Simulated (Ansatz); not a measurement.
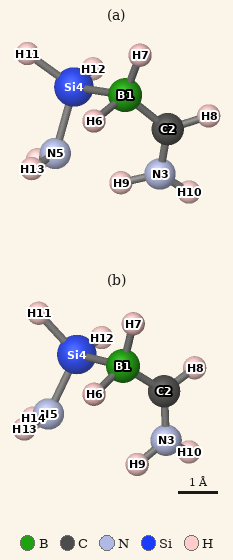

The structure of CH$_{9}$BN$_{2}$Si before (top) and after (bottom) a relaxation, at one scale.

A ball-and-stick model, seen at a tilt.

The start comes from PBE-D4/def2-SVP.

All numbers below come from RKS PBE0-D4/def2-TZVP (Ansatz 0.2.0).

Input file:
```yaml
crystal:
  periodic: [false, false, false]
  atoms:
    - {symbol: B, position_ang: [-1.302114, -0.219350, 0.601722]}
    - {symbol: C, position_ang: [-1.083176, -0.881760, -0.783181]}
    - {symbol: N, position_ang: [-0.302304, -0.412105, -1.747524]}
    - {symbol: Si, position_ang: [0.602838, 0.012185, 1.257303]}
    - {symbol: N, position_ang: [1.321685, 1.091577, -0.008778]}
    - {symbol: H, position_ang: [-1.473535, 1.006037, 0.519019]}
    - {symbol: H, position_ang: [-2.071625, -0.797511, 1.354978]}
    - {symbol: H, position_ang: [-1.541477, -1.862768, -1.028527]}
    - {symbol: H, position_ang: [0.363774, 0.357414, -1.461537]}
    - {symbol: H, position_ang: [-0.105032, -0.960677, -2.588362]}
    - {symbol: H, position_ang: [0.708586, 0.621432, 2.640644]}
    - {symbol: H, position_ang: [1.546479, -1.172866, 1.244098]}
    - {symbol: H, position_ang: [0.974934, 2.057853, 0.053783]}
    - {symbol: H, position_ang: [2.348068, 1.131339, -0.024837]}
basis:
  gaussian: {orbitals: def2-TZVP}
hamiltonian: {xc: pbe0, dispersion: d4}
relax: {f_tol: 0.005, max_steps: 150}
```

Run as
```bash
ansatz run in.yaml --threads 4 --pin off --events-out ev --progress --plain --max-ram 10444MiB
```

> Describe what moved and what it gained.

H9 moves most after the best rigid fit: 0.87 Å. Largest moves by element: H 0.87 Å, N 0.22 Å, B 0.19 Å, C 0.15 Å, Si 0.10 Å. Some distances before and after: Si4–N5 1.812 → 1.742 Å, N3–H9 1.057 → 1.008 Å, B1–C2 1.551 → 1.508 Å, B1–H6 1.240 → 1.214 Å. Bond angles that change, for instance: C2–B1–Si4 101.8° → 91.0°, Si4–B1–H7 116.5° → 107.0°, B1–Si4–H11 114.0° → 106.9°. Groups turn about B1–C2 by about 25°. The energy falls by 0.136 eV in 16 accepted moves (17 points after the start). The largest force component goes from 0.64 to 0.0038 eV/Å. The line search rejected the trial step at point 8 of the run.
